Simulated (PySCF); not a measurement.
Dissociation curve of Ge2, triplet.

Computed with: UHF/cc-pVDZ (PySCF).

Magnitude of the dipole moment (D; its direction can reverse along the curve, and a method can change to another solution) and Mulliken charge of the fragment that holds Ge1:

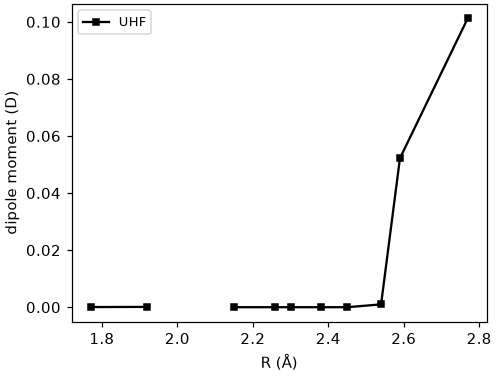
Figure. Dipole moment against bond length.

```
R / Å  μ UHF  q UHF
-----  -----  -----
1.77    0.00   0.00
1.92    0.00   0.00
2.15    0.00   0.00
2.26    0.00   0.00
2.30    0.00   0.00
2.38    0.00   0.00
2.45    0.00   0.00
2.54    0.00   0.00
2.59    0.05   0.00
2.77    0.10   0.00
```

The scan ran from 1.77 to 7.16 Å; beyond the distances shown one of the unrestricted levels run for this scan, shown here or not, changes its spin distribution in one step. The unrestricted determinant behind UHF is spin-contaminated at 2.77 Å (<S²> up to 2.2, against 2.00 for a pure triplet).
